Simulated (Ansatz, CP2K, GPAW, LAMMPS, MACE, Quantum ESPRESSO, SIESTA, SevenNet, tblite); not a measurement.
# SIESTA on amorphous Si0.9Ge0.1 (94 atoms): settings against a plane-wave reference

Wanted: SIESTA inputs and outputs for amorphous Si0.9Ge0.1 (94 atoms), checked against a plane-wave reference.

Method: the method is named at each step, in SIESTA 5.4.2.

## (1) The starting structure

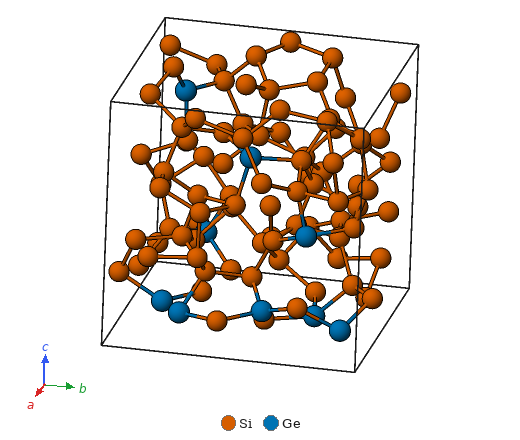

Start, viewed slightly off an axis; silicon orange, germanium blue. Some periodic images of atoms are drawn too.

The cell holds 94 atoms: 85 Si and 9 Ge. Its edges and angles: a = 12.402 Å, b = 12.402 Å, c = 12.402 Å, α = 90.0°, β = 90.0°, γ = 90.0°. 94 atoms (85 Si, 9 Ge) placed at random at 2.65 g/cm³, melted at 3500 K for 10 ps at fixed volume with the Tersoff potential (Tersoff, Phys. Rev. B 39, 5566 (1989)). Quenched from 3500 K to 700 K at 3 K/ps and fixed volume, held 5 ps.

The yardstick, on the same geometry:

- method: Kohn-Sham DFT, PBE, SSSP efficiency 1.3.0 pseudopotentials, plane waves (Quantum ESPRESSO 7.5); sssp-pbe-1.3.0-efficiency, cutoffs 45/360 Ry, Γ point
- r.m.s. force component: 0.7531 eV/Å
- longest force: 2.572 eV/Å
- pressure: 1.742 GPa
- time: 4 min on 4 MPI ranks of Arm Neoverse V2, shared host
- CPU time: 16 min

## (2) PBE, DZP, shift 0.01 Ry, mesh 300 Ry

Method: Kohn-Sham DFT, PBE, PseudoDojo 0.4.1 norm-conserving pseudopotentials (converted to PSML), numerical atomic orbitals (DZP), diagonalisation.

The .psml files are PseudoDojo norm-conserving potentials that we converted to this format, checked against plane waves on the same files for H, C, O, Si, Ge and Ca alone.

File input.fdf:

```
SystemLabel cell
NumberOfAtoms 94
NumberOfSpecies 2
%block ChemicalSpeciesLabel
  1 14 Si
  2 32 Ge
%endblock ChemicalSpeciesLabel
LatticeConstant 1.0 Ang
%block LatticeVectors
  12.40220 0.00000 0.00000
  0.00000 12.40220 0.00000
  0.00000 0.00000 12.40220
%endblock LatticeVectors
PAO.BasisSize DZP
PAO.EnergyShift 0.01 Ry
XC.Functional GGA
XC.Authors PBE
MeshCutoff 300 Ry
%block kgrid_Monkhorst_Pack
  1 0 0 0.0
  0 1 0 0.0
  0 0 1 0.0
%endblock kgrid_Monkhorst_Pack
SolutionMethod diagon
OccupationFunction FD
ElectronicTemperature 580 K
SCF.Mixer.Method Pulay
SCF.Mixer.Weight 0.05
SCF.Mixer.History 8
SCF.Mix Hamiltonian
MaxSCFIterations 300
SCF.DM.Tolerance 1e-04
SCF.H.Tolerance 1.0e-3 eV
WriteForces T
Write.HirshfeldPop T
Write.VoronoiPop T
Write.DM F
Write.H F
XML.Write F
AtomicCoordinatesFormat Fractional
%block AtomicCoordinatesAndAtomicSpecies
  0.35700 0.55571 0.19102 1
  0.98309 0.88063 0.83932 1
  0.58666 0.78048 0.87200 1
  0.00745 0.78620 0.40178 1
  0.30427 0.78337 0.35892 1
  0.23376 0.41074 0.96876 1
  0.12200 0.73948 0.13605 1
  0.79206 0.46293 0.55514 1
  0.23129 0.21866 0.53449 1
  0.20544 0.63774 0.28372 1
  0.03679 0.16913 0.19044 1
  0.26117 0.98945 0.89007 1
  0.06998 0.03809 0.91495 1
  0.89021 0.31298 0.92779 1
  0.21797 0.36590 0.67911 1
  0.41191 0.76980 0.77334 1
  0.95249 0.35331 0.38298 1
  0.55807 0.72076 0.59057 1
  0.03911 0.01222 0.09199 1
  0.40036 0.18719 0.65501 1
  0.05574 0.91796 0.52788 1
  0.66698 0.08739 0.92591 1
  0.47945 0.81507 0.35458 1
  0.57215 0.89156 0.19759 1
  0.68048 0.69498 0.72492 1
  0.07239 0.51160 0.98105 1
  0.90990 0.50653 0.87475 1
  0.62839 0.37408 0.78622 1
  0.19658 0.28071 0.83975 1
  0.81401 0.62932 0.97037 1
  0.50413 0.51770 0.30710 1
  0.74121 0.23142 0.83118 1
  0.68571 0.23754 0.36740 1
  0.94201 0.75218 0.21580 1
  0.16765 0.91724 0.17282 1
  0.08397 0.48657 0.61239 1
  0.55750 0.65907 0.41370 1
  0.64798 0.56470 0.04905 1
  0.25423 0.69197 0.53134 1
  0.45173 0.38272 0.42233 1
  0.10655 0.46266 0.31627 1
  0.09695 0.74028 0.78586 1
  0.43514 0.02054 0.13641 1
  0.37865 0.49610 0.88909 1
  0.69363 0.29481 0.54308 1
  0.77972 0.07453 0.36706 1
  0.70663 0.92833 0.84763 1
  0.69822 0.52013 0.23502 1
  0.17520 0.82672 0.63459 1
  0.31968 0.07268 0.43655 1
  0.51172 0.35170 0.61661 1
  0.10226 0.61065 0.45751 1
  0.54199 0.29331 0.09609 1
  0.79014 0.35482 0.27166 1
  0.49492 0.13995 0.98392 1
  0.40365 0.71299 0.09291 1
[... 34 atom lines left out ...]
  0.34897 0.16272 0.83894 2
  0.88934 0.27753 0.12806 2
  0.83495 0.75520 0.47341 2
  0.57493 0.74633 0.05611 2
%endblock AtomicCoordinatesAndAtomicSpecies
```

On the command line:

```bash
OMP_NUM_THREADS=1 mpirun -np 2 siesta < input.fdf > output.txt
```

The program printed:

```text
Version         : 5.4.2
reinit: System Name:
reinit: System Label: cell
initatom: Reading input for the pseudopotentials and atomic orbitals ----------
Species number:   1 Atomic number:   14 Label: Si
Species number:   2 Atomic number:   32 Label: Ge
Ground state valence configuration (from tables):   3s02  3p02  3d00  4f00
Ground state valence configuration (from tables):   4s02  4p02  4d00  4f00
---- Processing specs for species: Si
GGA--PBE XC_GGA_X_PBE--XC_GGA_C_PBE pb
---- Processing specs for species: Ge
GGA--PBE XC_GGA_X_PBE--XC_GGA_C_PBE pb
Semicore shell(s) with 10 electrons included in the valence for Ge
Semicore shell(s): 3d
Fallback to non-perturbative polarization scheme for Ge
Please see the manual if this is not desired in principle
Si pseudopotential only contains V_ls up to l=2 -- lmxkb reset.
Ge pseudopotential only contains V_ls up to l=2 -- lmxkb reset.
Using PAO.SplitTailNorm
%block ChemicalSpeciesLabel
    1   14 Si                      # Species index, atomic number, species label
    2   32 Ge                      # Species index, atomic number, species label
%endblock ChemicalSpeciesLabel
%block PAO.Basis                 # Define Basis set
Si                    2                    # Species label, number of l-shells
 n=3   0   2                         # n, l, Nzeta
   5.392      3.847
   1.000      1.000
 n=3   1   2 P   1                   # n, l, Nzeta, Polarization, NzetaPol
   6.844      4.952
   1.000      1.000
Ge                    4                    # Species label, number of l-shells
 n=4   0   2                         # n, l, Nzeta
   5.264      3.748
   1.000      1.000
 n=4   1   2                         # n, l, Nzeta
   6.996      5.083
   1.000      1.000
 n=3   2   1                         # n, l, Nzeta
   2.782
   1.000
 n=4   2   1                         # n, l, Nzeta
   6.996
   1.000
%endblock PAO.Basis
coor:   Atomic-coordinates input format  =     Fractional
siesta: System type = bulk
initatomlists: Number of atoms, orbitals, and projectors:     94  1267  1692
siesta: ******************** Simulation parameters ****************************
Total number of electrons:   466.000000
Total ionic charge:   466.000000
 Kpoints in:            1 . Kpoints trimmed:            1
siesta: k-grid: Number of k-points = 1
siesta: k-points from Monkhorst-Pack grid
siesta: k-cutoff (effective) =     6.201 Ang
siesta: k-point supercell and displacements
siesta: k-grid:     1     0     0      0.000
siesta: k-grid:     0     1     0      0.000
siesta: k-grid:     0     0     1      0.000
                     ====================================
                        Single-point calculation
                     ====================================
outcell: Unit cell vectors (Ang):
       12.402200    0.000000    0.000000
        0.000000   12.402200    0.000000
        0.000000    0.000000   12.402200
outcell: Cell vector modules (Ang)   :   12.402200   12.402200   12.402200
outcell: Cell angles (23,13,12) (deg):     90.0000     90.0000     90.0000
outcell: Cell volume (Ang**3)        :   1907.6390
Gamma-point calculation with multiply-connected orbital pairs
Gamma-point calculation with multiply-connected orbital pairs
Folding of H and S implicitly performed
Folding of H and S implicitly performed
new_DM -- step:     1
Initializing Density Matrix...
Attempting to read DM from file... Failed...
DM filled with atomic data:
InitMesh: MESH = 144 x 144 x 144 = 2985984
InitMesh: Mesh cutoff (required, used) =   300.000   372.589 Ry
stepf: Fermi-Dirac step function
        iscf     Eharris(eV)        E_KS(eV)     FreeEng(eV)     dDmax    Ef(eV) dHmax(eV)
   scf:    1   -31532.771002   -31606.301877   -31606.509720  1.654953 -4.409458  6.744459
   scf:    2   -31611.469702   -31609.258838   -31609.478346  0.015982 -4.412652  4.539388
   scf:    3   -31612.245093   -31611.107560   -31611.336175  0.015334 -4.412837  2.560427
   scf:    4   -31612.375481   -31611.858954   -31612.091080  0.007768 -4.406714  1.476134
   scf:    5   -31612.336963   -31612.140415   -31612.374919  0.006562 -4.397861  0.927192
   scf:    6   -31612.317483   -31612.243368   -31612.477388  0.006750 -4.389644  0.726877
[...]
scf:   19   -31612.308299   -31612.308291   -31612.547122  0.000034 -4.370697  0.002320
   scf:   20   -31612.308294   -31612.308293   -31612.547123  0.000042 -4.370683  0.001115
   scf:   21   -31612.308294   -31612.308293   -31612.547123  0.000024 -4.370666  0.000443
SCF Convergence by DM+H criterion
max |DM_out - DM_in|         :     0.0000239377
max |H_out - H_in|      (eV) :     0.0004425985
SCF cycle converged after 21 iterations
Using DM_out to compute the final energy and forces
siesta: E_KS(eV) =           -31612.3083
siesta: E_KS - E_eggbox =    -31612.3083
siesta: Atomic forces (eV/Ang):
     1   -0.197952   -0.859072    0.249651
     2    0.009516    0.288159    0.336614
     3   -0.336658    0.679866   -2.045626
     4    0.368512   -1.234232   -0.626813
     5   -2.257027    0.230145    1.179477
     6   -0.139121   -0.438849   -0.069680
[...]
92    1.168955    0.234716   -0.936290
    93   -0.604182   -0.349852   -0.358315
    94    1.937678    0.495851    0.810960
----------------------------------------
   Tot    0.000522   -0.003305   -0.000635
----------------------------------------
   Max    2.532698
   Res    0.791687    sqrt( Sum f_i^2 / 3N )
----------------------------------------
   Max    2.532698    constrained
Stress tensor Voigt[x,y,z,yz,xz,xy] (kbar):      -34.62      -17.12      -18.91      -17.12        6.82       -9.03
(Free)E + p*V (eV/cell)   -31584.5107
Target enthalpy (eV/cell)   -31612.5471
siesta: Program's energy decomposition (eV):
siesta: Ebs     =     -6161.633218
siesta: Eions   =     38363.589055
siesta: Ena     =      5674.305514
siesta: Ekin    =     19958.036152
siesta: Enl     =    -10182.781992
siesta: DEna    =       195.966604
siesta: DUscf   =        12.582292
siesta: Ex      =     -8186.597842
siesta: Ec      =      -720.229965
siesta: Exc     =     -8906.827807
siesta: Eharris =    -31612.308294
siesta: Etot    =    -31612.308293
siesta: FreeEng =    -31612.547123
siesta: Final energy (eV):
siesta:  Band Struct. =   -6161.633218
siesta:       Kinetic =   19958.036152
siesta:       Hartree =   11163.007239
siesta:         Exch. =   -8186.597842
siesta:         Corr. =    -720.229965
siesta:   Exch.-corr. =   -8906.827807
siesta:  Ion-electron =  -41157.660340
siesta:       Ion-ion =  -12668.863537
siesta:         Total =  -31612.308293
siesta:         Fermi =      -4.370666
siesta: Stress tensor (static) (eV/Ang**3):
siesta:    -0.021606   -0.005639    0.004257
siesta:    -0.005639   -0.010684   -0.010684
siesta:     0.004257   -0.010684   -0.011801
siesta: Cell volume =       1907.638996 Ang**3
siesta: Pressure (static):
siesta:                Solid            Molecule  Units
siesta:           0.00016007          0.00013971  Ry/Bohr**3
siesta:           0.01469690          0.01282742  eV/Ang**3
siesta:          23.54702605         20.55179490  kBar
    Orbital volume contribution        =          71.527593 eV
    (Free)E + p_basis*V_orbitals       =      -31541.019530 eV
    (Free)Eharris+ p_basis*V_orbitals  =      -31541.019531 eV
Hirshfeld Atomic Populations:
Atom #   charge [q] valence [e]  Species
     1     0.010390    3.989610  Si
     2    -0.012714    4.012714  Si
     3    -0.000425    4.000425  Si
     4     0.019463    3.980537  Si
     5    -0.007599    4.007599  Si
     6    -0.029907    4.029907  Si
[...]
86     0.040705   13.959295  Ge
    87     0.032269   13.967731  Ge
    88     0.056096   13.943904  Ge
    89     0.051127   13.948873  Ge
    90     0.033560   13.966440  Ge
    91     0.040490   13.959510  Ge
[...]
--------------------
 Total     0.000008
Voronoi Atomic Populations:
Atom #   charge [q] valence [e]  Species
[...]
83     0.013756    3.986244  Si
    84    -0.001457    4.001457  Si
    85     0.003681    3.996319  Si
[...]
92     0.026255   13.973745  Ge
    93     0.039221   13.960779  Ge
    94     0.022942   13.977058  Ge
--------------------
 Total     0.000008
```

Wall time 5 min (2 MPI ranks of Arm Neoverse V2, shared host); peak memory 2.4 GiB.

Banners, paths, timers and routine set-up lines are dropped from the logs unmarked, and long logs keep their key lines alone; longer cuts are marked.

Against the reference:

- r.m.s. force component: 0.7917 eV/Å
- r.m.s. difference of force components: 63.27 meV/Å
- longest difference of force vectors: 233.1 meV/Å
- force difference over r.m.s. force: 8.401 %
- slope of forces against the reference's: 1.049
- correlation of force components: 0.9979
- pressure: 2.355 GPa
- pressure difference: 0.6127 GPa

Length of the force difference by element (eV/Å):

```csv
element,atoms,mean,most
Ge,9,0.15,0.22
Si,85,0.093,0.23
```

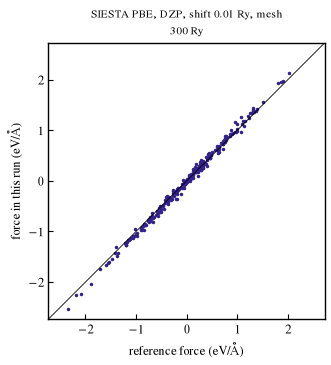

Force components against those of the reference; the line marks equality.

The surroundings of Ge92, which has 5 bonded neighbours where the commonest count for Ge is 4, nearest first, numbered as they follow in the input and with coordinates relative to it.

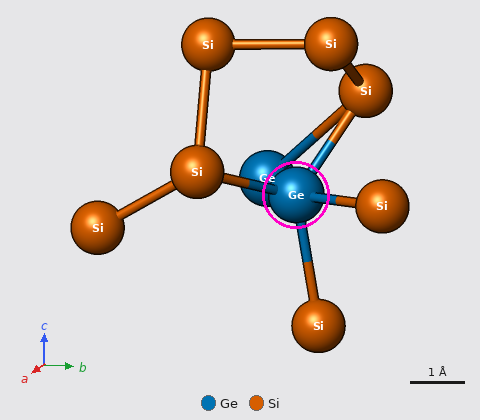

The atoms of the table, within 3.8 Å (arrows a, b, c point along x, y, z); some may hide others; the central atom is ringed.

```csv
atom,x,y,z,distance (Å),bonds,Hirshfeld charge (e),Fx,Fy,Fz (eV/Å)
Ge92,0.00,0.00,0.00,0.00,5,0.04,1.17,0.23,-0.94
Si54,-1.23,0.96,1.78,2.37,4,0.00,0.33,1.00,0.55
Si11,1.83,-1.34,0.77,2.40,4,0.00,0.32,0.22,0.94
Si14,0.01,0.44,-2.48,2.52,4,0.03,-0.41,0.40,-0.47
Si83,1.38,2.14,0.28,2.57,4,0.01,0.33,0.78,0.07
Ge88,-2.21,-1.29,-0.31,2.57,4,0.06,-0.69,-0.82,-0.37
Si17,0.78,0.94,3.16,3.39,4,-0.01,-0.04,0.09,-0.40
Si84,0.90,-1.43,2.99,3.44,4,0.00,0.46,-0.61,0.13
Si19,1.86,-3.29,-0.45,3.80,4,-0.02,-0.71,0.52,0.22
```

Forces lie 8.4 % from the reference's, at 0.63 times its CPU time (on 2 against 4 cores).

## (3) PBE, SZP, shift 0.01 Ry, mesh 300 Ry

Method: Kohn-Sham DFT, PBE, PseudoDojo 0.4.1 norm-conserving pseudopotentials (converted to PSML), numerical atomic orbitals (SZP), diagonalisation.

input.fdf, as its differences from that of step 2:

```diff
@@ -13,3 +13,3 @@
 %endblock LatticeVectors
-PAO.BasisSize DZP
+PAO.BasisSize SZP
 PAO.EnergyShift 0.01 Ry
```

On the command line:

```bash
OMP_NUM_THREADS=1 siesta < input.fdf > output.txt
```

The program printed:

```text
Version         : 5.4.2
reinit: System Name:
reinit: System Label: cell
initatom: Reading input for the pseudopotentials and atomic orbitals ----------
Species number:   1 Atomic number:   14 Label: Si
Species number:   2 Atomic number:   32 Label: Ge
Ground state valence configuration (from tables):   3s02  3p02  3d00  4f00
[... lines left out ...]
        iscf     Eharris(eV)        E_KS(eV)     FreeEng(eV)     dDmax    Ef(eV) dHmax(eV)
[... lines left out ...]
SCF Convergence by DM+H criterion
[... lines left out ...]
SCF cycle converged after 20 iterations
[... lines left out ...]
   Max    3.043376
[... lines left out ...]
   Max    3.043376    constrained
Stress tensor Voigt[x,y,z,yz,xz,xy] (kbar):      -79.60      -63.05      -65.61      -17.54        6.06      -10.98
[... lines left out ...]
siesta: FreeEng =    -31579.506919
[... lines left out ...]
siesta:         Fermi =      -4.520443
[... lines left out ...]
siesta:           0.04332725          0.04155801  eV/Ang**3
siesta:          69.41791551         66.58327705  kBar
    Orbital volume contribution        =          58.497403 eV
    (Free)E + p_basis*V_orbitals       =      -31521.009516 eV
    (Free)Eharris+ p_basis*V_orbitals  =      -31521.009520 eV
Hirshfeld Atomic Populations:
Atom #   charge [q] valence [e]  Species
     1     0.009136    3.990864  Si
     2    -0.016414    4.016414  Si
     3     0.000756    3.999244  Si
[...]
86     0.044592   13.955408  Ge
    87     0.043824   13.956176  Ge
    88     0.061850   13.938150  Ge
[...]
--------------------
 Total     0.000000
Voronoi Atomic Populations:
Atom #   charge [q] valence [e]  Species
[...]
84    -0.005505    4.005505  Si
    85     0.004434    3.995566  Si
[...]
93     0.046012   13.953988  Ge
    94     0.036273   13.963727  Ge
--------------------
 Total     0.000000
```

It took 6.9 min on 1 thread; peak memory 1.8 GiB.

Numbers from this run, and their distance from the reference:

* r.m.s. force component: 0.9256 eV/Å
* r.m.s. difference of force components: 261.7 meV/Å
* longest difference of force vectors: 1003 meV/Å
* force difference over r.m.s. force: 34.75 %
* slope of forces against the reference's: 1.195
* correlation of force components: 0.9722
* pressure: 6.942 GPa
* pressure difference: 5.2 GPa

This is a coarse setting, run to see what it loses.

Against the first run (8.4 %), the force difference from the reference is 35 %, at 0.69 times the CPU time (on 1 against 2 cores), with 891 basis functions against 1267: the smaller basis costs accuracy.

## (4) PBE, DZP, shift 0.01 Ry, mesh 150 Ry

Method: Kohn-Sham DFT, PBE, PseudoDojo 0.4.1 norm-conserving pseudopotentials (converted to PSML), numerical atomic orbitals (DZP), diagonalisation.

input.fdf, as its differences from that of step 3:

```diff
@@ -13,3 +13,3 @@
 %endblock LatticeVectors
-PAO.BasisSize SZP
+PAO.BasisSize DZP
 PAO.EnergyShift 0.01 Ry
@@ -17,3 +17,3 @@
 XC.Authors PBE
-MeshCutoff 300 Ry
+MeshCutoff 150 Ry
 %block kgrid_Monkhorst_Pack
```

On the command line:

```bash
OMP_NUM_THREADS=1 mpirun -np 2 siesta < input.fdf > output.txt
```

The program printed:

```text
Version         : 5.4.2
reinit: System Name:
reinit: System Label: cell
initatom: Reading input for the pseudopotentials and atomic orbitals ----------
Species number:   1 Atomic number:   14 Label: Si
Species number:   2 Atomic number:   32 Label: Ge
Ground state valence configuration (from tables):   3s02  3p02  3d00  4f00
Ground state valence configuration (from tables):   4s02  4p02  4d00  4f00
---- Processing specs for species: Si
GGA--PBE XC_GGA_X_PBE--XC_GGA_C_PBE pb
---- Processing specs for species: Ge
GGA--PBE XC_GGA_X_PBE--XC_GGA_C_PBE pb
Semicore shell(s) with 10 electrons included in the valence for Ge
Semicore shell(s): 3d
Fallback to non-perturbative polarization scheme for Ge
Please see the manual if this is not desired in principle
[... lines left out ...]
Total number of electrons:   466.000000
[... lines left out ...]
stepf: Fermi-Dirac step function
        iscf     Eharris(eV)        E_KS(eV)     FreeEng(eV)     dDmax    Ef(eV) dHmax(eV)
[... lines left out ...]
SCF Convergence by DM+H criterion
[... lines left out ...]
SCF cycle converged after 21 iterations
[... lines left out ...]
   Max    2.528200
[... lines left out ...]
   Max    2.528200    constrained
Stress tensor Voigt[x,y,z,yz,xz,xy] (kbar):      -35.01      -17.50      -19.28      -17.13        6.83       -9.04
[... lines left out ...]
siesta: DEna    =       195.931072
siesta: DUscf   =        12.581150
siesta: Ex      =     -8186.670979
siesta: Ec      =      -720.506202
siesta: Exc     =     -8907.177181
siesta: Eharris =    -31612.635484
siesta: Etot    =    -31612.635483
siesta: FreeEng =    -31612.874305
siesta: Final energy (eV):
siesta:  Band Struct. =   -6161.651893
siesta:       Kinetic =   19958.071729
siesta:       Hartree =   11163.505725
siesta:         Exch. =   -8186.670979
siesta:         Corr. =    -720.506202
siesta:   Exch.-corr. =   -8907.177181
siesta:  Ion-electron =  -41158.178744
siesta:       Ion-ion =  -12668.857011
siesta:         Total =  -31612.635483
siesta:         Fermi =      -4.371017
siesta: Stress tensor (static) (eV/Ang**3):
siesta:    -0.021851   -0.005640    0.004261
siesta:    -0.005640   -0.010922   -0.010690
siesta:     0.004261   -0.010690   -0.012035
siesta: Cell volume =       1907.638996 Ang**3
siesta: Pressure (static):
siesta:                Solid            Molecule  Units
siesta:           0.00016267          0.00014208  Ry/Bohr**3
siesta:           0.01493601          0.01304556  eV/Ang**3
siesta:          23.93012154         20.90128527  kBar
    Orbital volume contribution        =          71.527593 eV
    (Free)E + p_basis*V_orbitals       =      -31541.346712 eV
    (Free)Eharris+ p_basis*V_orbitals  =      -31541.346714 eV
Hirshfeld Atomic Populations:
Atom #   charge [q] valence [e]  Species
     1     0.010394    3.989606  Si
     2    -0.012704    4.012704  Si
     3    -0.000359    4.000359  Si
[...]
86     0.040304   13.959696  Ge
    87     0.031595   13.968405  Ge
    88     0.055593   13.944407  Ge
[...]
--------------------
 Total     0.000008
Voronoi Atomic Populations:
Atom #   charge [q] valence [e]  Species
[...]
84     0.000171    3.999829  Si
    85     0.003399    3.996601  Si
[...]
93     0.038628   13.961372  Ge
    94     0.027909   13.972091  Ge
--------------------
 Total    -0.000001
```

Wall time 1.8 min (2 MPI ranks); peak memory 1.1 GiB.

Against the reference:

```yaml
r_m_s_force_component: 0.7913 eV/Å
r_m_s_difference_of_force_components: 62.4 meV/Å
longest_difference_of_force_vectors: 228.3 meV/Å
force_difference_over_r_m_s_force: 8.285 %
slope_of_forces_against_the_reference_s: 1.049
correlation_of_force_components: 0.998
pressure: 2.393 GPa
pressure_difference: 0.651 GPa
energy_less_the_same_level_run_s: -3.481 meV/atom
r_m_s_force_difference_from_the_same_level_run: 1.697 meV/Å
```

This is a coarse setting, run to see what it loses.

Against the first run (8.4 %), the force difference from the reference is 8.3 %, at 0.36 times the CPU time: the change moves forces by 1.7 meV/Å r.m.s., so most of the difference comes from elsewhere.

(Part 1 of 2 ends here.)

[Also dropped from logs without a mark: logging warnings of Python, and SIESTA's first energy breakdown and zero terms.]

[Logs are printed without paths, hosts, clocks, repeated set-up lines and the standing remarks that a program may print on its own settings, such as how far it seeks lower states.]

[Hosts, paths, dates, database ids (printed as entryN), source tags and the programs' standing remarks are cut or masked in the printed files.]
